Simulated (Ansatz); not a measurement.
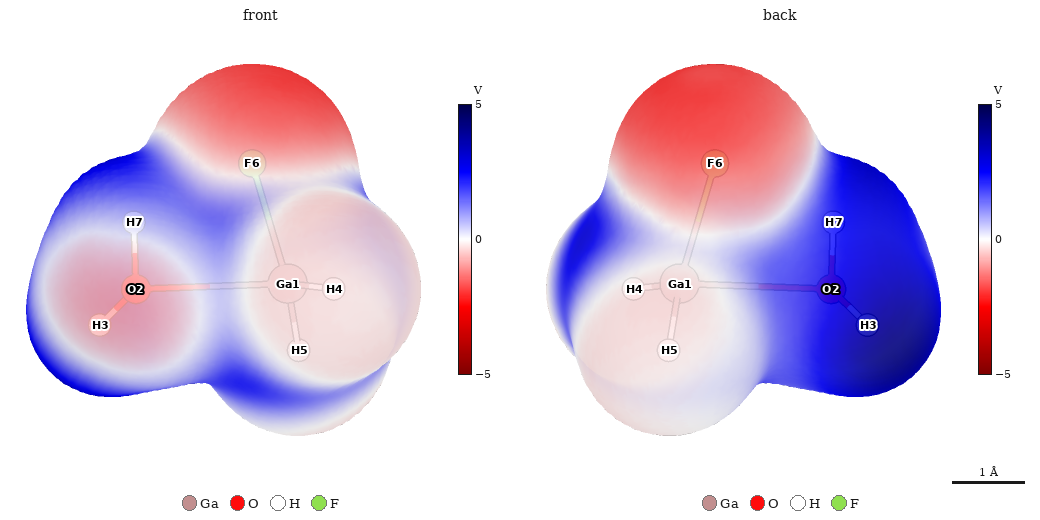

FGaH4O. The molecular electrostatic potential painted on the density surface at 0.004 e/bohr³, seen from the front and from behind; red is negative and blue positive.

Computed with Ansatz 0.2.0, RKS B3LYP-D4/def2-SVP.

```xyz
7

Ga    0.0239    0.3252   -0.1702
O    -0.0043    0.0417    1.9690
H    -0.8580   -0.2362    2.3345
H     1.4276   -0.1890   -0.6195
H    -1.4192   -0.1349   -0.5791
F     0.0533    2.0445    0.4118
H     0.0163    1.0218    2.0438
```

> Which sites attract a positive test charge, and which a negative one?

A positive charge is drawn to the negative regions and a negative charge to the positive ones. The most negative region (about −1.9 V) lies over F6, the most positive (about +4.2 V) over H3.
